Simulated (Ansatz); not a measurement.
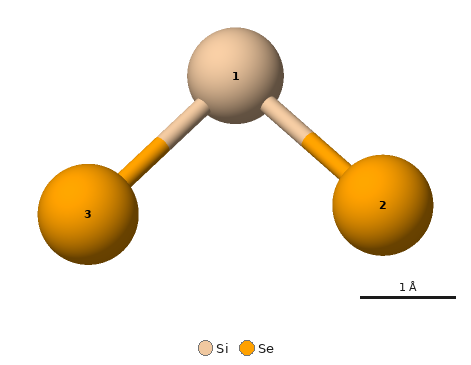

*The structure as given in the input (ball-and-stick view, seen at a tilt; atoms are numbered from 1 in the order of the input).*

Bond lengths as drawn: Se–Si 2.29 Å.

**Run report: SiSe$_{2}$, single-point calculation**

SiSe$_{2}$, multiplicity 5, computed with UKS PBE0-D4/def2-TZVP (Ansatz 0.2.0).

The geometry comes from this level: PBE-D4/def2-TZVP.

**What the program printed**
```
Functional definition: PBE0
  name "PBE0"
  cite "Adamo & Barone, J. Chem. Phys. 110, 6158 (1999) doi:10.1063/1.478522"
  cite "Perdew, Burke & Ernzerhof, Phys. Rev. Lett. 77, 3865 (1996) doi:10.1103/PhysRevLett.77.3865"
  parent pbe
  parameter a = 0.25
  parameter kappa = 0.804
  parameter beta = 0.06672455060314922
  exchange = (1 - a)*pbe_x(kappa = kappa, mu = beta*pi^2/3) + a*exact_x
  correlation = pbe_c(beta = beta)
these checks for a lower state are left out or cut short: starts
876 factors; integrals over basis functions are off by at most 5.9e-4 eV
mean field evaluation 1: about -138554.7257 eV, gradient 1.2e2 eV
mean field evaluation 2: about -138555.8368 eV, gradient 2.4e0 eV
mean field evaluation 4: about -138555.9614 eV, gradient 3.3e-1 eV
mean field evaluation 8: about -138555.9625 eV, gradient 4.6e-5 eV
mean field -138555.96253617 eV, -5091.8377065996 hartree, gradient 1.6e-5 eV, S^2 6.017244; 0 other end points of the search recorded, 0 dependent functions left out
reference -138555.96255907 eV, -5091.8377074414 hartree; 43, 39 occupied and 90, 94 virtual orbitals, 876 factors
Total energy: -138556.07334415 eV, -5091.8417787180 hartree
Checks for a lower state left out: starts
```

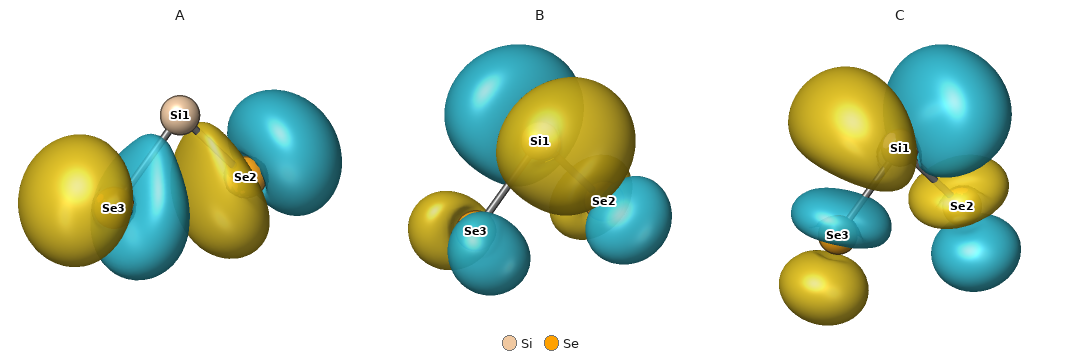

*Three frontier orbitals at ±0.08 Å⁻³ᐟ² (yellow and cyan are the two phases).*

A is the HOMO−1 (α) (−7.25 eV). By Hirshfeld shares it lies mainly on Se2 (50 %) and Se3 (50 %); it is symmetric in the molecular plane (σ or in-plane lone-pair type). B is the HOMO (α) (−4.87 eV). By Hirshfeld shares it lies mainly on Si1 (75 %), Se2 (15 %) and Se3 (15 %); it changes sign across the molecular plane (π type); π-antibonding (a node) across Si1–Se2 and Si1–Se3. C is the LUMO (α) (−0.74 eV). By Hirshfeld shares it lies mainly on Si1 (65 %), Se2 (15 %) and Se3 (15 %); it is symmetric in the molecular plane (σ or in-plane lone-pair type). The HOMO–LUMO gap is 4.13 eV between the orbital energies.

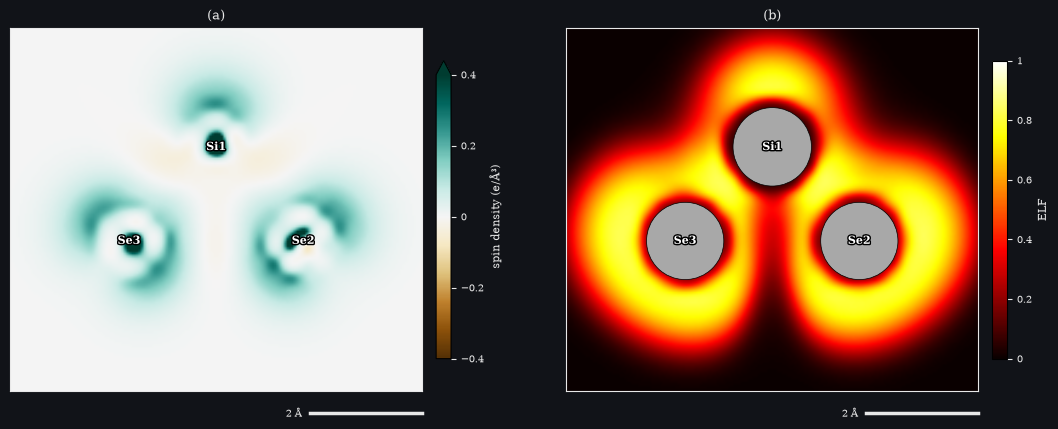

*(a) spin density (α minus β); (b) electron localisation function on the molecular plane. Grey discs, where drawn, cover atomic cores.*

Si–Se (2.29 Å): the ELF peaks at about 0.80 between the atoms, which marks a covalent bond. The unpaired spin (4 electrons) lies mostly on Se2 (about 1.3), Se3 (about 1.3) and Si1 (about 1.3), in electrons by Hirshfeld's partition.

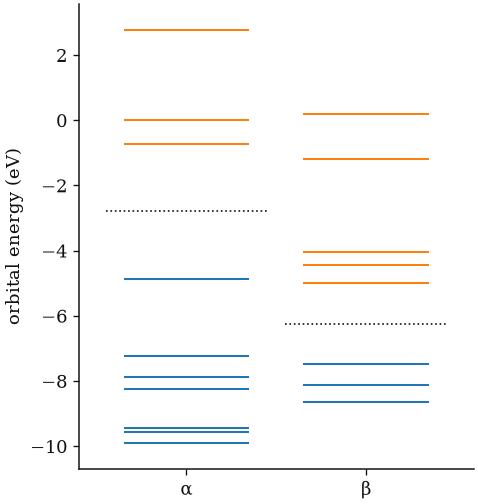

*Orbital energies near the frontier for α and β spins; the dotted line parts filled from empty levels, and levels within 0.02 eV of each other stand side by side.*

α: highest filled −4.87 eV, lowest empty −0.74 eV, 4.13 eV apart; β: highest filled −7.49 eV, lowest empty −4.99 eV, 2.50 eV apart.

The run was set up as follows.

**Input**
```yaml
crystal:
  periodic: [false, false, false]
  atoms:
    - {symbol: Si, position_ang: [1.108854, -0.148166, 0.027501]}
    - {symbol: Se, position_ang: [-0.606968, -0.031767, 1.534975]}
    - {symbol: Se, position_ang: [-0.501896, 0.179934, -1.562466]}
basis:
  gaussian: {orbitals: def2-TZVP, initial_orbitals: start.molden}
magnetization: {spin_polarized: true, initial_magnetization: 4}
hamiltonian: {xc: pbe0, dispersion: d4}
scf: {omitted_lower_state_checks: [starts]}
output: {orbitals: {seedname: orbitals}}
```

Launch command:
```bash
ansatz run in.yaml --threads 4 --pin off --events-out ev --progress --plain --max-ram 3916MiB
```

**Key numbers**

| quantity | value |
| --- | --- |
| outcome | converged |
| total energy | −138556.0733 eV |
| mean-field energy | −138555.9626 eV |
| dispersion energy | −0.1108 eV |
| ⟨S²⟩ | 6.017 |
| SCF solution under orbital rotations | stable |
| HOMO (either spin) | −4.87 eV |
| LUMO (either spin) | −4.99 eV |
| hardware | 4 threads of Arm Neoverse V1, 23 GiB of memory available, shared host |
| wall time | 5.5 s (CPU time 20 s) |
| peak memory | 0.43 GiB |
